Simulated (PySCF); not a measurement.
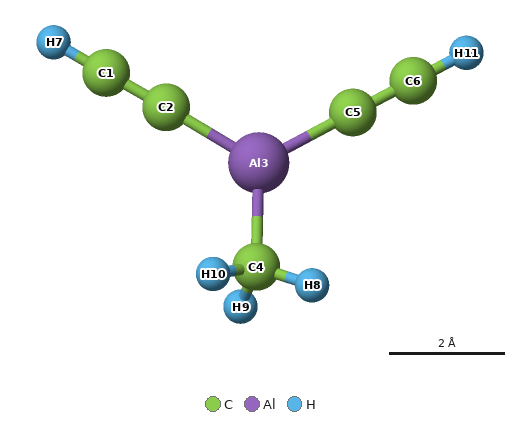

Figure 1. The structure (ball-and-stick view, seen at a tilt; atoms are numbered from 1 in the order of the input). Sticks mark near contacts.

## Two runs on C₅H₅Al

System: C₅H₅Al, SMILES C#[C][Al]([CH3])[C]#C.
Method of the first run: TDDFT PBE0/def2-TZVP, vertical, gas phase, core orbitals frozen in the response (PySCF 2.14.0).

The geometry comes from this level: PBE0-D3(BJ)/def2-SVP. Text and figures count atoms from 1; the logs count them from 0 in places.

### Input file, the first run
```
{"job": {"kind": "uv", "xc": "PBE0", "basis": "def2-TZVP"}, "charge": 0, "multiplicity": 1}
C      1.771996     2.510192     0.313861
C      1.078614     1.517692     0.150451
Al    -0.048210    -0.010036    -0.080163
C     -1.973873     0.186750    -0.230017
C      0.797837    -1.721827    -0.184357
C      1.330272    -2.819181    -0.254682
H      2.390651     3.379840     0.453377
H     -2.505945    -0.763533    -0.069403
H     -2.238124     0.546762    -1.239757
H     -2.365636     0.932408     0.480771
H      1.801193    -3.785008    -0.316393
```

The first line tells a small driver script what to run in PySCF; the rest is the geometry in Å.

Launched with:
```bash
OMP_NUM_THREADS=1 python <driver script> task.json out
```

Hardware: 1 CPU thread, shared host.

### Output (the first run)
```
coarse grid: 10160 points
cycle   1  E = -435.4974200766  dE =  3.953e-01  |g| = 6.096e-01  |ddm| = 3.601e+00
cycle   2  E = -435.4553617584  dE =  4.206e-02  |g| = 7.172e-01  |ddm| = 1.060e+00
cycle   3  E = -435.5782785719  dE = -1.229e-01  |g| = 2.415e-01  |ddm| = 6.150e-01
cycle   4  E = -435.5935148504  dE = -1.524e-02  |g| = 3.536e-02  |ddm| = 1.457e-01
cycle   5  E = -435.5938085259  dE = -2.937e-04  |g| = 9.526e-03  |ddm| = 3.081e-02
cycle   6  E = -435.5938322100  dE = -2.368e-05  |g| = 1.428e-03  |ddm| = 8.087e-03
cycle   7  E = -435.5938327394  dE = -5.294e-07  |g| = 1.958e-04  |ddm| = 1.675e-03
final grid: 94792 points
cycle   8  E = -435.5834956492  dE = -3.461e-05  |g| = 6.182e-03  |ddm| = 8.790e-02
cycle   9  E = -435.5834943318  dE =  1.317e-06  |g| = 6.534e-03  |ddm| = 1.010e-02
cycle  10  E = -435.5835049783  dE = -1.065e-05  |g| = 9.489e-04  |ddm| = 5.119e-03
cycle  11  E = -435.5835051159  dE = -1.376e-07  |g| = 6.342e-04  |ddm| = 9.205e-04
cycle  12  E = -435.5835052154  dE = -9.947e-08  |g| = 1.153e-04  |ddm| = 3.512e-04
cycle  13  E = -435.5835052187  dE = -3.364e-09  |g| = 3.026e-05  |ddm| = 8.916e-05
cycle  14  E = -435.5835052189  dE = -1.295e-10  |g| = 2.094e-05  |ddm| = 3.310e-05
converged SCF energy = -435.5835052189

Static polarisability (au): isotropic 77.325, principal 51.826 78.099 102.051

Singlet excitations
state   eV       nm        f      main configurations
  1   4.8656    254.8   0.00000   H->L 0.94
  2   4.9297    251.5   0.00076   H-1->L 0.94
  3   5.3823    230.4   0.07124   H-2->L 0.83, H->L+1 0.12
  4   5.6063    221.2   0.01558   H-3->L 0.82, H-1->L+1 0.10
  5   5.8506    211.9   0.00335   H-4->L 0.93
  6   6.2264    199.1   0.00000   H-2->L+1 0.80, H-3->L+4 0.14
  7   6.3814    194.3   0.00012   H-3->L+1 0.69, H-2->L+4 0.23
  8   6.9265    179.0   0.09874   H-1->L+1 0.49, H-2->L+3 0.27, H-3->L 0.12
  9   6.9793    177.6   0.26834   H->L+1 0.55, H-3->L+3 0.20, H-2->L 0.12
 10   7.1566    173.2   0.00014   H->L+3 0.81

Triplet excitations (Tamm-Dancoff, eV): 4.3032 4.4263 4.5524 4.6249
```

The second run used a changed input.

### The two runs side by side

```csv
quantity,the first run,the second run
outcome,converged,converged
total energy (hartree),−435.583505,−435.491568
HOMO (eV),−7.99,−7.94
LUMO (eV),−1.62,−1.65
dipole moment (D),0.21,0.17
lowest excitation (eV),4.87,4.81
SCF iterations,14,14
strongest computed line (eV),6.98,6.86
basis functions,222,122
wall time (shared host),24 s,11 s
```

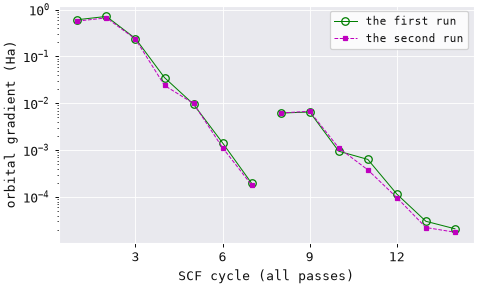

Figure 2. Convergence of the two runs: orbital gradient against the SCF cycle. A break in a curve parts two SCF passes (coarse and final grid). The first run takes 14 cycles in all, and the second run takes 14.

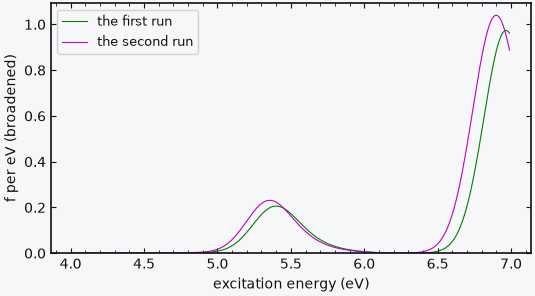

Figure 3. Absorption of the two runs from their computed states, each broadened by a Gaussian of 0.35 eV full width; the range ends where the shorter list of states ends.

Which change of the input explains these differences?

The change (lines with − go, lines with + come):
```diff
-"basis": "def2-TZVP"
+"basis": "6-31+G*"
```

The total energy of the second run is 57.7 kcal/mol higher, which measures the change of basis and not a stability. The HOMO goes from −7.99 to −7.94 eV. The dipole moment goes from 0.21 to 0.17 D. The lowest excitation goes from 4.87 to 4.81 eV. The strongest computed line goes from 6.98 to 6.86 eV. The number of SCF iterations is the same. The basis functions go from 222 to 122.

### Output (the second run)
```
coarse grid: 10160 points
cycle   1  E = -435.4566703345  dE =  4.227e-01  |g| = 5.706e-01  |ddm| = 7.905e+00
cycle   2  E = -435.4201281315  dE =  3.654e-02  |g| = 6.673e-01  |ddm| = 4.733e+00
cycle   3  E = -435.5325916894  dE = -1.125e-01  |g| = 2.354e-01  |ddm| = 2.737e+00
cycle   4  E = -435.5476960308  dE = -1.510e-02  |g| = 2.406e-02  |ddm| = 9.824e-01
cycle   5  E = -435.5478265003  dE = -1.305e-04  |g| = 9.931e-03  |ddm| = 1.416e-01
cycle   6  E = -435.5478541859  dE = -2.769e-05  |g| = 1.125e-03  |ddm| = 3.389e-02
cycle   7  E = -435.5478545697  dE = -3.839e-07  |g| = 1.798e-04  |ddm| = 1.753e-02
final grid: 94792 points
cycle   8  E = -435.4915568304  dE = -1.686e-05  |g| = 6.219e-03  |ddm| = 1.096e-01
cycle   9  E = -435.4915555969  dE =  1.234e-06  |g| = 6.752e-03  |ddm| = 3.272e-02
cycle  10  E = -435.4915680612  dE = -1.246e-05  |g| = 1.117e-03  |ddm| = 2.037e-02
cycle  11  E = -435.4915683727  dE = -3.115e-07  |g| = 3.794e-04  |ddm| = 7.103e-03
cycle  12  E = -435.4915684075  dE = -3.484e-08  |g| = 9.694e-05  |ddm| = 6.249e-04
cycle  13  E = -435.4915684101  dE = -2.569e-09  |g| = 2.228e-05  |ddm| = 3.574e-04
cycle  14  E = -435.4915684102  dE = -5.900e-11  |g| = 1.769e-05  |ddm| = 1.951e-04
converged SCF energy = -435.4915684102

Static polarisability (au): isotropic 74.980, principal 48.139 75.835 100.966

Singlet excitations
state   eV       nm        f      main configurations
  1   4.8144    257.5   0.00000   H->L 0.95
  2   4.8803    254.1   0.00077   H-1->L 0.95
  3   5.3403    232.2   0.08065   H-2->L 0.85
  4   5.5737    222.4   0.01704   H-3->L 0.83
  5   5.8332    212.5   0.00336   H-4->L 0.94
  6   6.2322    198.9   0.00000   H-2->L+1 0.48, H-2->L+2 0.34, H-3->L+6 0.14
  7   6.3926    193.9   0.00027   H-3->L+1 0.42, H-3->L+2 0.28, H-2->L+6 0.23
  8   6.8584    180.8   0.18872   H-1->L+1 0.62, H->L+1 0.11, H-2->L+4 0.11
  9   6.8783    180.3   0.10284   H->L+1 0.67, H-1->L+1 0.11
 10   6.9890    177.4   0.12454   H->L+2 0.38, H-1->L+2 0.31

Triplet excitations (Tamm-Dancoff, eV): 4.2741 4.4020 4.5199 4.5925
```
